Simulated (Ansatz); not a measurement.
# TaCu3Se3O: complex band structure, part 3 of 3

Wanted: the relaxed cell of TaCu3Se3O, its band edges and its decay constants. It is built by putting O for S in the TaCu3Se3S structure of space group R3m, with the volume rescaled by atomic radii. The parent structure comes from the Materials Project.

Ansatz 0.2.0; r2SCAN DFT, plane waves, PAW files (the session's first sound run).

So far, gap on path (eV): step 3 (band edges, r2SCAN) 1.54; step 6 (LDA, cutoff 420 eV) 1.02.

The structure was built from a prototype and need not be the compound's stable phase.

### 7. Complex bands at another level, cutoff 420 eV

This step: LDA DFT, plane waves, PAW files; complex bands by layer matching along the plane's normal (Ansatz 0.2.0).

The complex bands at that level, over its own gap, at (0, 0) and (-0.5, -0.5).

input.yaml

```yaml
crystal:
  lattice:
    - [5.554086705, 0.0, 0.0]
    - [0.285502211, 5.546743875, 0.0]
    - [0.285502211, 0.271184781, 5.540110687]
  atoms:
    - { symbol: Ta, position: [0.0080445965, 0.0080445965, 0.0080445965] }
    - { symbol: Cu, position: [0.0059878575, 0.0059878575, 0.5066333046] }
    - { symbol: Cu, position: [0.5066333046, 0.0059878575, 0.0059878575] }
    - { symbol: Cu, position: [0.0059878575, 0.5066333046, 0.0059878575] }
    - { symbol: Se, position: [0.7526769112, 0.277235602, 0.7526769112] }
    - { symbol: Se, position: [0.277235602, 0.7526769112, 0.7526769112] }
    - { symbol: Se, position: [0.7526769112, 0.7526769112, 0.277235602] }
    - { symbol: O, position: [0.1907559595, 0.1907559595, 0.1907559595] }
kpoints:
  mp_grid: { grid: [4, 4, 4] }
scf:
  occupations: { method: fixed }
hamiltonian:
  xc: lda
output:
  eigenvalues: true
  transmission:
    leads: [[0, 0]]
    kpoints: [[0.0, 0.0], [-0.5, -0.5]]
    e_range: [-1.0, 2.02]
    de: 0.05
```

Command:

```
ansatz run input.yaml --threads 2 --pin off --max-ram 4096MiB --backend cpu --events-out ev --progress --plain --runs-dir out
```

Numbers of over 12 decimals in the logs are rounded to 6 here.

The program printed:

```text
[...]
Crystal: 8 atoms, lattice volume = 170.675 Å³
Basis set: ecut = 420 eV, 3335 PW (Γ)
Bands: 75, of which v1, the nominal top of the filled ones, is band 62 counted from 1 (61 counted from 0)
Symmetry: 6 space group operations
[...]
k-points: 13 of 64 (time reversal used)
[...]
SCF iter   1: F=—  HF=-46056.955789 eV  |F-HF|=—  |Δ(HF+E_count)|=         —  Δρ=1.35e-2  dr2=2.13e-1  ethr=1.77e-3  ⟨swp⟩=5.0  Hψ=3111  notcnv=0  defer=137
[...]
SCF iter  10: F=-46056.913698 eV  HF=-46056.913698 eV  |F-HF|=3.78e-9  |Δ(HF+E_count)|=   2.87e-8  Δρ=2.37e-6  dr2=1.82e-8  ethr=8.06e-11  ⟨swp⟩=9.5  Hψ=3173  notcnv=0
SCF 1 converged in 10 iterations: F = -46056.913698 eV  dr2 = 1.82e-8
[...]
transmission: 9 of 18 steps passed
transmission: 18 of 18 steps passed
SCF converged after 10 iterations
Free energy (F): -46056.913698 eV
[...]
Internal energy: -46056.913698 eV  (E = F + TS)
E sigma→0 (E₀):  -46056.913698 eV
Fermi energy:    7.955502 eV
[...]
--- Band table (eV; the first three rows and the last of 13) ---
  k-point 0: bands = [... 58 lower, 6.5783, 7.3076, 7.3076, 7.5827, 8.9801, 9.7274, 9.8465, 9.8465, ... 9 higher]
  k-point 1: bands = [... 58 lower, 6.5422, 6.9719, 7.1423, 7.4156, 9.3485, 10.0829, 10.1297, 10.2416, ... 9 higher]
  k-point 2: bands = [... 58 lower, 6.5842, 6.6352, 6.9520, 7.3605, 9.3927, 10.2203, 10.4234, 10.6823, ... 9 higher]
  k-point 12: bands = [... 58 lower, 6.1633, 7.6802, 7.6802, 7.9555, 10.0086, 10.0086, 10.1019, 10.9479, ... 9 higher]
--- Transmission ---
  basis      : 273 plane waves across, 9 finite elements along
  points     : 2, as listed
[...]
channels       : 0.000000e0 a spin
[...]
slowest decay  : 0.1690 /Å at (0.0000, 0.0000)
```

Run time: 91 s. Hardware: 2 threads of Arm Neoverse V2, shared host; peak memory 1 GiB; 2.5 min of CPU time.

This step gave:

```
level to which the leads are filled                       : 0.5123 eV from the Fermi level
decay constant at the filling level, zone centre          : 0.1690 Å⁻¹
decay constant at the filling level, slowest listed point : 0.169 Å⁻¹
```

K parallel (0, 0); values up to 1.5 1/Å, a degenerate pair printed once or twice; energies at which all values exceed this have no row. The Im kz of the slowest decaying states by energy, zero at the highest filled level on the SCF mesh:

| energy (eV) | decay 1 (Å⁻¹) | decay 2 (Å⁻¹) | decay 3 (Å⁻¹) | decay 4 (Å⁻¹) |
| --- | --- | --- | --- | --- |
| -1.000 | 0.319 | 0.390 | 0.510 | 0.732 |
| -0.500 | 0.232 | 0.236 | 0.367 | 0.460 |
| 0.000 | 0.167 | 0.384 | 0.386 | 0.575 |
| 0.500 | 0.169 | 0.361 | 0.394 | 0.566 |
| 1.000 | 0.0469 | 0.299 | 0.368 | 0.506 |
| 1.500 | 0.185 | 0.195 | 0.289 | 0.314 |
| 2.000 | 0.256 | 0.336 | 0.444 | 0.643 |

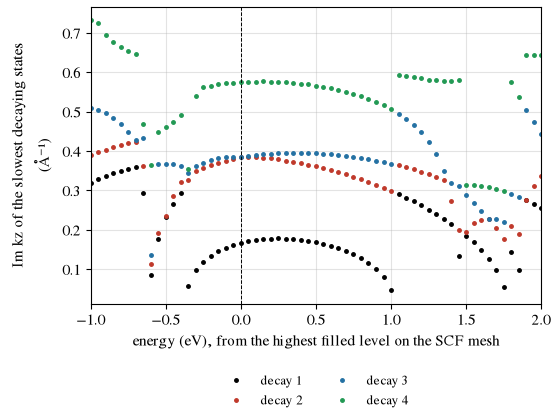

Im kz of the slowest decaying states against energy.

K parallel (-0.5, -0.5); values up to 1.5 1/Å, a degenerate pair printed once or twice; energies at which all values exceed this have no row. The Im kz of the slowest decaying states by energy, zero at the highest filled level on the SCF mesh:

| energy (eV) | decay 1 (Å⁻¹) | decay 2 (Å⁻¹) | decay 3 (Å⁻¹) | decay 4 (Å⁻¹) |
| --- | --- | --- | --- | --- |
| -1.0000 | 0.246 | 0.392 | 0.565 | 0.644 |
| -0.7500 | 0.295 | 0.420 | 0.565 | 0.653 |
| -0.5000 | 0.212 | 0.440 | 0.561 | 0.653 |
| -0.2500 | 0.0579 | 0.132 | 0.454 | 0.566 |
| 0.0000 | 0.00266 | 0.177 | 0.421 | 0.465 |
| 0.2500 | 0.175 | 0.228 | 0.471 | 0.542 |
| 0.5000 | 0.228 | 0.256 | 0.471 | 0.580 |
| 0.7500 | 0.257 | 0.271 | 0.462 | 0.555 |
| 1.0000 | 0.272 | 0.274 | 0.445 | 0.530 |
| 1.2500 | 0.265 | 0.275 | 0.421 | 0.499 |
| 1.5000 | 0.243 | 0.265 | 0.388 | 0.460 |
| 1.7500 | 0.204 | 0.233 | 0.327 | 0.407 |
| 2.0000 | 0.126 | 0.137 | 0.284 | 0.420 |

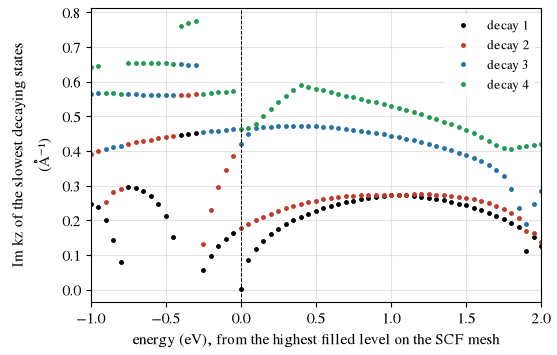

Im kz of the slowest decaying states, plotted against energy.

At the listed wavevectors the last open channel is at -0.05 eV and the next at +1.05 eV on the grid. At +0.50 eV, the grid energy nearest the filling level (the middle of the gap on the SCF mesh), the slowest state at the listed wavevectors decays with κ = 0.169 Å⁻¹, its amplitude falling by e over 5.9 Å; the first such run, plane (101), gave 0.213 Å⁻¹.

### 8. Outcome

| Property | Result |
| --- | --- |
| band gap | 1.54 eV |
| least decay constant at mid-gap, normal to (101) | 0.213 Å⁻¹ |
| least decay constant on a mesh, normal to (101) | 0.212 Å⁻¹ |
| least decay constant, LDA | 0.169 Å⁻¹ |

In words: With r2SCAN, the slowest decay at the wavevectors tried is κ = 0.213 Å⁻¹, normal to (101). Through such a film the transmission near mid-gap falls as exp(−2κd), a factor of ten every 5.4 Å. A free electron under a barrier of half the gap would need a mass of 0.22 mₑ to decay at this rate. With LDA the gap goes from 1.54 to 1.02 eV and the decay constant, over the first 2 listed wavevectors, from 0.213 to 0.169 Å⁻¹. The compound is made up by substitution; its stability against other phases and against distortions of the cell's symmetry was not tested. r2SCAN still narrows gaps, if less than LDA and GGA do, so real decay constants are likely larger.

[Logs are printed without paths, hosts, clocks, repeated set-up lines and the standing remarks that a program may print on its own settings, such as how far it seeks lower states.]

[Hosts, paths, dates, database ids (printed as entryN), source tags and the programs' standing remarks are cut or masked in the printed files.]

[New means built here by substitution; the compound itself may be known and measured.]
